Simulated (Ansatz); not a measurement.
**BH6N3: molecular dynamics**

The plan is to follow the molecule's vibrations and see whether its bonds hold. The start is relaxed first. Runs: 122 steps of 0.5 fs under a Langevin thermostat at 400 K. SMILES of the start: NB(N)N.

All numbers below are computed with Ansatz 0.2.0 (RKS PBE/STO-3G).

1 further run of the same task is left out (for a known fault of the program).

### 1 The starting structure

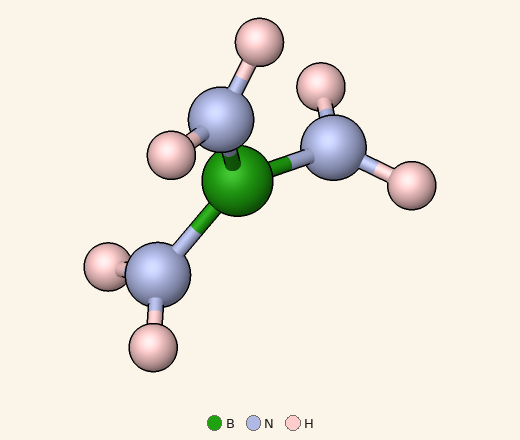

The starting structure, seen from a free direction (boron green, nitrogen light blue, hydrogen pink).

Structure file:

```xyz
10

B     0.0000    0.0000    0.0000
N     0.0000    0.0000    1.5500
H    -0.8770   -0.2713    2.0800
H     0.8770    0.2713    2.0800
N     1.3423    0.0000   -0.7750
H     1.8089   -0.9179   -1.0268
H     1.7937    0.9179   -1.0532
N    -1.3423    0.0000   -0.7750
H    -2.0112   -0.8164   -0.6764
H    -1.5914    0.8164   -1.4036
```

### 2 Preparing the start

Contents of input.yaml:

```yaml
crystal:
  periodic: [false, false, false]
  atoms:
    - { symbol: B, position_ang: [0.0, 0.0, 0.0] }
    - { symbol: "N", position_ang: [0.0, 0.0, 1.55] }
    - { symbol: H, position_ang: [-0.877, -0.2713, 2.08] }
    - { symbol: H, position_ang: [0.877, 0.2713, 2.08] }
    - { symbol: "N", position_ang: [1.3423, 0.0, -0.775] }
    - { symbol: H, position_ang: [1.8089, -0.9179, -1.0268] }
    - { symbol: H, position_ang: [1.7937, 0.9179, -1.0532] }
    - { symbol: "N", position_ang: [-1.3423, 0.0, -0.775] }
    - { symbol: H, position_ang: [-2.0112, -0.8164, -0.6764] }
    - { symbol: H, position_ang: [-1.5914, 0.8164, -1.4036] }
basis:
  gaussian: { orbitals: STO-3G }
hamiltonian:
  xc: pbe
relax:
  f_tol: 0.02
  max_steps: 40
```

Launch:

```bash
> ansatz run input.yaml --threads 1 --pin off --max-ram 2048MiB --backend cpu --events-out ev --progress --plain --runs-dir out
```

What it wrote (excerpt; [...] marks lines left out):

```text
Warning: RAYON_NUM_THREADS=1 ignored (pool sized by the plan → 1); use --threads N
[...]
Functional definition: PBE
[...]
385 factors; integrals over basis functions are off by at most 1.6e-5 eV
[...]
mean field -5169.54326994 eV, -189.9772111281 hartree, gradient 2.9e-5 eV, S^2 0.000000; 0 other end points of the search recorded, 0 dependent functions left out
[...]
reference -5169.54329751 eV, -189.9772121412 hartree; 16, 16 occupied and 10, 10 virtual orbitals, 385 factors
relax step   1: F+E_penalty+E_count = -5169.54326994 eV  Δ(F+E_penalty+E_count) = +0.000e0 eV  max|allowed force component| = 4.456e0 eV/Å  Δτ_max = 0.0000 Å  (22 SCF iters, accepted)
[...]
relax step   4: F+E_penalty+E_count = -5171.22794545 eV  Δ(F+E_penalty+E_count) = -2.587e-1 eV  max|allowed force component| = 9.153e-1 eV/Å  Δτ_max = 0.2000 Å  (24 SCF iters, accepted)
[...]
relax step   7: F+E_penalty+E_count = -5171.74721305 eV  Δ(F+E_penalty+E_count) = -1.519e-1 eV  max|allowed force component| = 8.304e-1 eV/Å  Δτ_max = 0.2000 Å  (25 SCF iters, accepted)
[...]
relax step  10: F+E_penalty+E_count = -5171.99956559 eV  Δ(F+E_penalty+E_count) = -3.384e-2 eV  max|allowed force component| = 1.113e-1 eV/Å  Δτ_max = 0.2000 Å  (29 SCF iters, accepted)
[...]
relax step  12: F+E_penalty+E_count = -5172.00397305 eV  Δ(F+E_penalty+E_count) = -1.031e-3 eV  max|allowed force component| = 2.417e-2 eV/Å  Δτ_max = 0.0260 Å  (24 SCF iters, accepted)
[...]
relax step  13: F+E_penalty+E_count = -5172.00412484 eV  Δ(F+E_penalty+E_count) = -1.518e-4 eV  max|allowed force component| = 1.164e-2 eV/Å  Δτ_max = 0.0074 Å  (24 SCF iters, accepted)
387 factors; integrals over basis functions are off by at most 7.9e-5 eV
mean field -5172.00412484 eV, -190.0676458776 hartree, gradient 7.7e-6 eV, S^2 0.000000; 1 other end points of the search recorded, 0 dependent functions left out
[...]
reference -5172.00414925 eV, -190.0676467747 hartree; 16, 16 occupied and 10, 10 virtual orbitals, 387 factors
Total energy: -5172.00414925 eV, -190.0676467747 hartree
Atom 0 at     0.003386    -0.019118     0.000635 Å, force    -0.001814     0.000359     0.007799 eV/Å
Atom 1 at    -0.033965     0.236845     1.423858 Å, force    -0.000583     0.002353     0.005980 eV/Å
Atom 2 at    -0.842409    -0.131038     1.977169 Å, force     0.003059    -0.000026     0.002241 eV/Å
Atom 3 at     0.846241     0.118680     1.977344 Å, force    -0.002072    -0.000661    -0.000177 eV/Å
Atom 4 at     1.257306     0.019720    -0.702057 Å, force     0.006394     0.000158    -0.008082 eV/Å
Atom 5 at     1.291493     0.141722    -1.737980 Å, force     0.002360     0.000103     0.001031 eV/Å
Atom 6 at     2.105531     0.429734    -0.253689 Å, force     0.002675     0.000470    -0.000879 eV/Å
Atom 7 at    -1.208622    -0.345652    -0.699962 Å, force    -0.007083    -0.002776    -0.011640 eV/Å
Atom 8 at    -2.139155    -0.206909    -0.249191 Å, force    -0.002697     0.000093    -0.001733 eV/Å
Atom 9 at    -1.279806    -0.243983    -1.736128 Å, force    -0.000238    -0.000072     0.005460 eV/Å
Dipole moment:    -0.015679     0.091635    -0.040598 e Å
```

It took 17 s on 1 thread of Arm Neoverse V2, shared host; peak memory 0.092 GiB.

Relaxation path:

```tsv
step	energy from step 1 (eV)	largest force component (eV/Å)
1	0.0000	4.4565
2	-1.0302	1.3754
3	-1.4259	1.0136
4	-1.6847	0.9153
5	-1.9019	1.0845
6	-2.0521	1.0068
7	-2.2039	0.8304
8	-2.3380	0.5571
9	-2.4225	0.2964
10	-2.4563	0.1113
11	-2.4597	0.1785
12	-2.4607	0.0242
13	-2.4609	0.0116
```

Step 1 is the start.

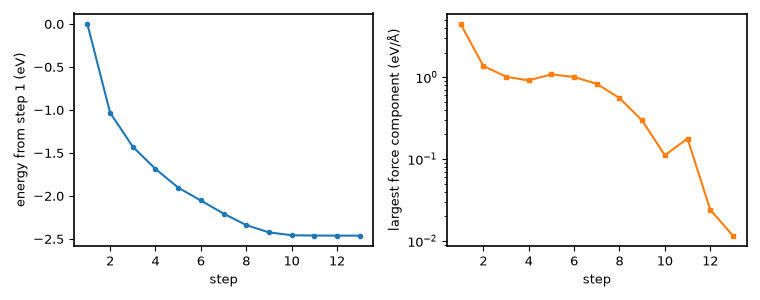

How energy and force went from step to step.

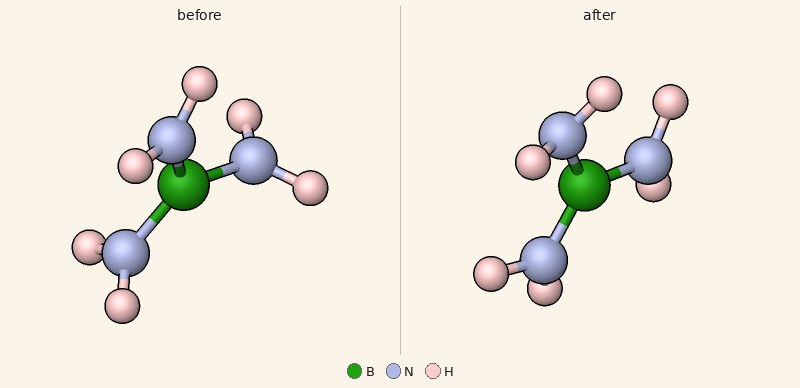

Before and after, at one scale.

After: Bond lengths: B1–N2 1.447 Å, N2–H3 1.046 Å, N2–H4 1.046 Å, B1–N5 1.438 Å, N5–H6 1.044 Å, N5–H7 1.043 Å, B1–N8 1.438 Å, N8–H9 1.043 Å, N8–H10 1.044 Å. Angles: B1–N2–H3 118.6°, B1–N2–H4 118.6°, H3–N2–H4 109.3°, N2–B1–N5 119.9°, N2–B1–N8 119.9°, N5–B1–N8 120.2°, B1–N5–H6 121.1°, B1–N5–H7 120.6°, H6–N5–H7 110.7°, B1–N8–H9 120.7°, B1–N8–H10 121.3°, H9–N8–H10 110.8°.

### 3 Dynamics

122 steps of 0.5 fs under a Langevin thermostat at 400 K, from the relaxed start.

Contents of input.yaml:

```yaml
crystal:
  periodic: [false, false, false]
  atoms:
    - { symbol: B, position_ang: [0.003386, -0.019118, 0.000635] }
    - { symbol: "N", position_ang: [-0.033965, 0.236845, 1.423858] }
    - { symbol: H, position_ang: [-0.842409, -0.131038, 1.977169] }
    - { symbol: H, position_ang: [0.846241, 0.11868, 1.977344] }
    - { symbol: "N", position_ang: [1.257306, 0.01972, -0.702057] }
    - { symbol: H, position_ang: [1.291493, 0.141722, -1.73798] }
    - { symbol: H, position_ang: [2.105531, 0.429734, -0.253689] }
    - { symbol: "N", position_ang: [-1.208622, -0.345652, -0.699962] }
    - { symbol: H, position_ang: [-2.139155, -0.206909, -0.249191] }
    - { symbol: H, position_ang: [-1.279806, -0.243983, -1.736128] }
basis:
  gaussian: { orbitals: STO-3G }
hamiltonian:
  xc: pbe
md:
  timestep: 0.5
  n_steps: 122
  ensemble: nvt_langevin
  temperature: 400.0
  initial_velocities: maxwell_boltzmann
  seed: 307473
  friction: 0.02
```

Launch:

```bash
> ansatz run input.yaml --threads 1 --pin off --max-ram 2048MiB --backend cpu --events-out ev --progress --plain --runs-dir out
```

What it wrote (excerpt; [...] marks lines left out):

```text
Warning: RAYON_NUM_THREADS=1 ignored (pool sized by the plan → 1); use --threads N
[...]
Functional definition: PBE
[...]
393 factors; integrals over basis functions are off by at most 1.5e-5 eV
[...]
mean field -5172.00412387 eV, -190.0676458420 hartree, gradient 5.3e-5 eV, S^2 0.000000; 0 other end points of the search recorded, 0 dependent functions left out
[...]
reference -5172.00414835 eV, -190.0676467415 hartree; 16, 16 occupied and 10, 10 virtual orbitals, 393 factors
md step     0: t =     0.00 fs  T =   360.0 K  F+E_penalty+E_count = -5172.00412387 eV  E_kin = 0.465336 eV  (21 SCF iters)
[...]
md step    15: t =     7.50 fs  T =   303.5 K  F+E_penalty+E_count = -5171.74950969 eV  E_kin = 0.392264 eV  (26 SCF iters)
[...]
md step    30: t =    15.00 fs  T =   197.2 K  F+E_penalty+E_count = -5171.72218906 eV  E_kin = 0.254875 eV  (26 SCF iters)
[...]
md step    45: t =    22.50 fs  T =   213.8 K  F+E_penalty+E_count = -5171.84722789 eV  E_kin = 0.276386 eV  (25 SCF iters)
[...]
md step    59: t =    29.50 fs  T =   311.5 K  F+E_penalty+E_count = -5171.81034132 eV  E_kin = 0.402707 eV  (26 SCF iters)
md step    60: t =    30.00 fs  T =   336.8 K  F+E_penalty+E_count = -5171.79777685 eV  E_kin = 0.435307 eV  (26 SCF iters)
```

### 4 The log goes on: dynamics from the start

Output, continued (excerpt; [...] marks lines left out):

```text
md step    61: t =    30.50 fs  T =   308.5 K  F+E_penalty+E_count = -5171.77886225 eV  E_kin = 0.398714 eV  (26 SCF iters)
[...]
md step    76: t =    38.00 fs  T =   445.3 K  F+E_penalty+E_count = -5171.80090660 eV  E_kin = 0.575642 eV  (26 SCF iters)
[...]
md step    91: t =    45.50 fs  T =   327.9 K  F+E_penalty+E_count = -5171.66279477 eV  E_kin = 0.423874 eV  (25 SCF iters)
[...]
md step   106: t =    53.00 fs  T =   392.4 K  F+E_penalty+E_count = -5171.58601571 eV  E_kin = 0.507263 eV  (23 SCF iters)
[...]
md step   121: t =    60.50 fs  T =   453.8 K  F+E_penalty+E_count = -5171.72072765 eV  E_kin = 0.586612 eV  (26 SCF iters)
[...]
md step   122: t =    61.00 fs  T =   489.4 K  F+E_penalty+E_count = -5171.69319892 eV  E_kin = 0.632554 eV  (23 SCF iters)
Total energy: -5171.69322343 eV, -190.0562204614 hartree
Atom 0 at    -0.008377     0.094334    -0.063947 Å, force    -1.372458    -1.255355    -0.933071 eV/Å
Atom 1 at    -0.024538     0.761302     1.169510 Å, force    -0.282116     1.256889     1.842416 eV/Å
Atom 2 at    -0.878205     1.100990     1.686118 Å, force     0.244198    -0.340270    -0.494716 eV/Å
Atom 3 at     0.833856     1.107682     1.680289 Å, force    -0.370994    -0.331497    -0.595303 eV/Å
Atom 4 at     1.225713    -0.172655    -0.711337 Å, force    -1.695378    -1.433977    -2.948458 eV/Å
Atom 5 at     1.232673    -0.931088    -1.467352 Å, force    -0.161538     0.912096     0.698733 eV/Å
Atom 6 at     2.132661    -0.157172    -0.314535 Å, force     2.604299     0.390216     1.654232 eV/Å
Atom 7 at    -1.206458    -0.561229    -0.708902 Å, force     1.329311     0.388013     0.415286 eV/Å
Atom 8 at    -2.125907    -0.076118    -0.733864 Å, force    -0.475094     0.552625     0.487800 eV/Å
Atom 9 at    -1.017023    -0.770331    -1.721101 Å, force     0.179770    -0.138741    -0.126919 eV/Å
Dipole moment:     0.110174     0.168509     0.007211 e Å
```

Wall time 2.4 min (1 thread of Arm Neoverse V2, shared host); peak memory 0.08 GiB.

### 5 What the atoms did

The trajectory, every 9 steps (energies from step 0):

```tsv
time (fs)	T (K)	potential energy change (meV/atom)
0.0	360	0.0
4.5	348	17.0
9.0	288	22.4
13.5	253	25.3
18.0	252	12.7
22.5	214	15.7
27.0	249	21.2
31.5	273	25.1
36.0	300	27.2
40.5	431	18.9
45.0	281	36.6
49.5	341	36.8
54.0	407	38.2
58.5	413	32.0
61.0	489	31.1
```

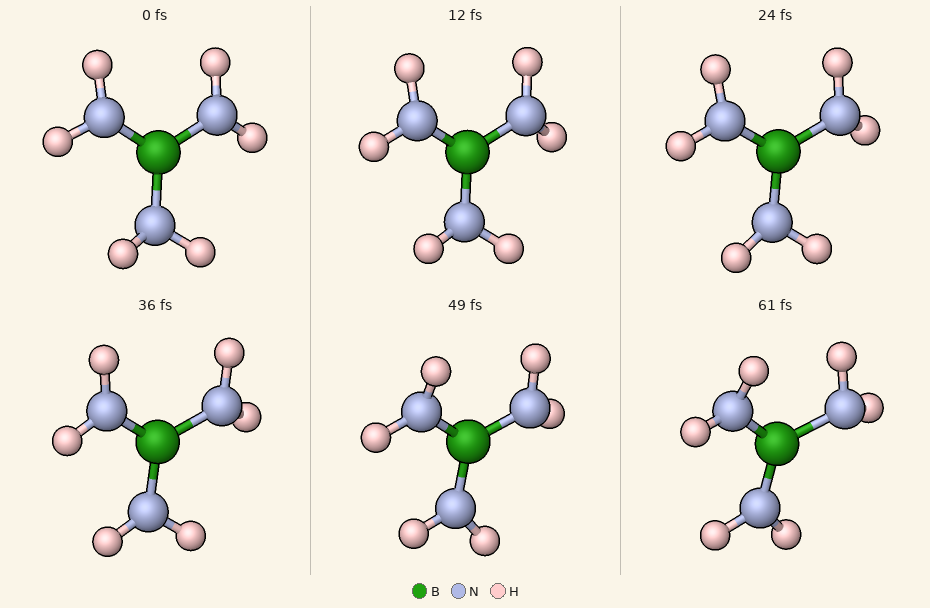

Six frames of the run, seen from a chosen angle. Sticks join atoms within a bonding distance in each frame.

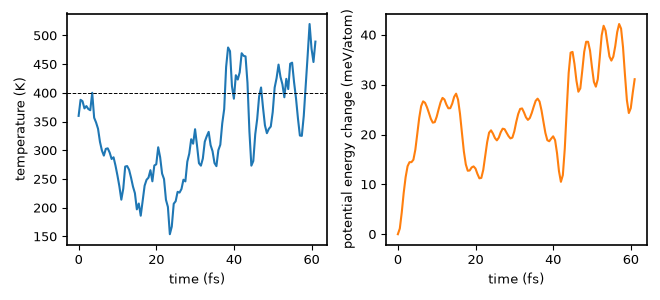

Time series of the run, each on its own scale. The dashed line is the set temperature.

### 6 Frames from the trajectory

Positions (Å) and forces (eV/Å):

```xyz
10
time_fs=7.5 T=303 dE=0.2546
B     0.018   -0.021   -0.014   -0.410   -0.253    0.120
N    -0.069    0.297    1.352    1.195    0.351    2.914
H    -0.875   -0.015    1.950    0.154    0.030   -0.261
H     0.835    0.257    1.942   -1.261    0.101   -0.749
N     1.248   -0.047   -0.653    2.491    0.182   -1.289
H     1.338    0.106   -1.677   -0.207   -0.177   -0.342
H     2.138    0.277   -0.220   -0.073   -0.008    0.388
N    -1.161   -0.368   -0.700   -0.543   -0.342   -0.457
H    -2.003   -0.056   -0.186   -0.900   -0.011   -0.552
H    -1.203   -0.315   -1.744   -0.445    0.127    0.228
10
time_fs=15.0 T=197 dE=0.2819
B     0.038   -0.024   -0.035   -0.400    0.062    0.561
N    -0.087    0.351    1.328    1.866    0.645    0.794
H    -0.908    0.032    1.865   -0.198   -0.131    0.668
H     0.831    0.420    1.884   -1.479   -0.205   -0.187
N     1.292   -0.098   -0.654    1.616    0.133    0.708
H     1.317   -0.011   -1.680    0.790    0.047   -0.548
H     2.183    0.140   -0.108   -0.961   -0.189   -1.197
N    -1.155   -0.385   -0.708   -1.515   -0.260   -1.183
H    -2.041    0.038   -0.381   -0.484    0.142    0.868
H    -1.276   -0.343   -1.742    0.765   -0.244   -0.484
10
time_fs=23.0 T=201 dE=0.1845
B     0.042   -0.038   -0.042    0.328    0.298    0.760
N    -0.079    0.409    1.333    0.070   -0.053    0.250
H    -0.899    0.073    1.889   -0.084    0.068   -0.036
H     0.740    0.513    1.986   -0.075   -0.125   -0.449
N     1.351   -0.104   -0.654    1.136    0.256    1.718
H     1.518   -0.095   -1.657   -0.113   -0.120   -1.478
H     2.306    0.096   -0.172   -2.005   -0.275   -0.367
N    -1.194   -0.408   -0.718    1.302   -0.159   -0.155
H    -2.098    0.011   -0.402    0.053    0.006   -0.288
H    -1.104   -0.511   -1.757   -0.615    0.104    0.045
10
time_fs=30.5 T=308 dE=0.2253
B     0.048   -0.025   -0.041    0.237    0.158   -0.283
N    -0.051    0.482    1.325   -1.347   -0.504   -1.478
H    -0.928    0.244    1.837   -0.053    0.102    0.177
H     0.717    0.622    1.984    1.013    0.023    0.426
N     1.379   -0.112   -0.661   -0.819    0.314    2.124
H     1.570   -0.234   -1.663    0.167   -0.090   -0.665
H     2.246    0.123   -0.080   -0.962   -0.279   -0.899
N    -1.209   -0.454   -0.720    0.351    0.506    0.223
H    -2.159    0.002   -0.517    1.177   -0.314    0.172
H    -1.188   -0.649   -1.754    0.235    0.083    0.205
10
time_fs=38.0 T=445 dE=0.2032
B     0.056    0.000   -0.045   -1.559   -0.359   -0.219
N    -0.055    0.558    1.304   -0.167   -0.515   -2.374
H    -0.947    0.448    1.819    0.149    0.106    0.509
H     0.800    0.756    1.838    0.204    0.131    0.823
N     1.341   -0.145   -0.663    0.451   -0.119   -0.339
H     1.605   -0.520   -1.625   -0.602    0.411    1.037
H     2.184    0.104   -0.100    0.122   -0.123   -0.221
N    -1.191   -0.468   -0.715    0.552    0.532    0.482
H    -2.112    0.026   -0.487    0.891   -0.531   -0.333
H    -1.168   -0.793   -1.725   -0.042    0.467    0.636
10
time_fs=46.0 T=355 dE=0.3080
B    -0.004    0.044   -0.065    2.172   -0.627    0.238
N    -0.060    0.602    1.230    1.122    1.130    1.497
H    -0.836    0.696    1.899   -1.115   -0.165   -0.228
H     0.797    0.859    1.780    0.046   -0.158   -0.651
N     1.288   -0.179   -0.659   -0.235   -1.120   -2.107
H     1.449   -0.809   -1.536   -0.422    1.317    1.674
H     2.177    0.054   -0.202    0.674    0.069    0.451
N    -1.142   -0.471   -0.694   -1.740   -0.803   -1.619
H    -2.018    0.073   -0.565   -0.555   -0.105    0.001
H    -1.096   -0.843   -1.689    0.054    0.461    0.744
10
time_fs=53.5 T=424 dE=0.4085
B    -0.007    0.085   -0.081   -0.758   -0.662    0.600
N    -0.047    0.671    1.197    1.334    0.767    0.500
H    -0.897    0.887    1.752    0.209    0.199    0.247
H     0.910    0.923    1.594   -1.494    0.088    0.279
N     1.236   -0.167   -0.663   -0.487   -2.079   -3.477
H     1.249   -0.928   -1.447    0.495    1.614    1.450
H     2.131    0.021   -0.249    1.830    0.135    0.805
N    -1.159   -0.514   -0.695   -0.087   -0.826   -1.338
H    -2.031    0.038   -0.689   -0.838    0.298    0.068
H    -1.007   -0.873   -1.694   -0.204    0.465    0.866
10
time_fs=61.0 T=489 dE=0.3109
B    -0.008    0.094   -0.064   -1.373   -1.255   -0.933
N    -0.025    0.761    1.169   -0.282    1.257    1.842
H    -0.878    1.101    1.686    0.244   -0.340   -0.495
H     0.834    1.108    1.680   -0.371   -0.332   -0.595
N     1.226   -0.173   -0.711   -1.695   -1.434   -2.949
H     1.233   -0.931   -1.467   -0.162    0.912    0.699
H     2.133   -0.157   -0.315    2.604    0.390    1.654
N    -1.206   -0.561   -0.709    1.329    0.388    0.415
H    -2.126   -0.076   -0.734   -0.475    0.553    0.488
H    -1.017   -0.770   -1.721    0.180   -0.139   -0.127
```

### 7 Outcome

| quantity | value |
| --- | --- |
| relaxation of the start | 12 moves, 2.461 eV lower |
| length | 122 steps of 0.5 fs |
| temperature, first and last step | 360 and 489 K |
| temperature, second half | mean 381 K, from 272 to 520 K |
| potential energy, second half | +29 meV/atom from the start |
| bonds formed or broken | 0 |

In words: Against a set 400 K the second half averages 381 K with a spread of 66 K. The bonding pattern survives the run. Averages from a run of 61 fs with 10 atoms are rough. The nuclei move classically, without zero-point motion, which matters most for hydrogen. The basis is very small, so the numbers are rough.
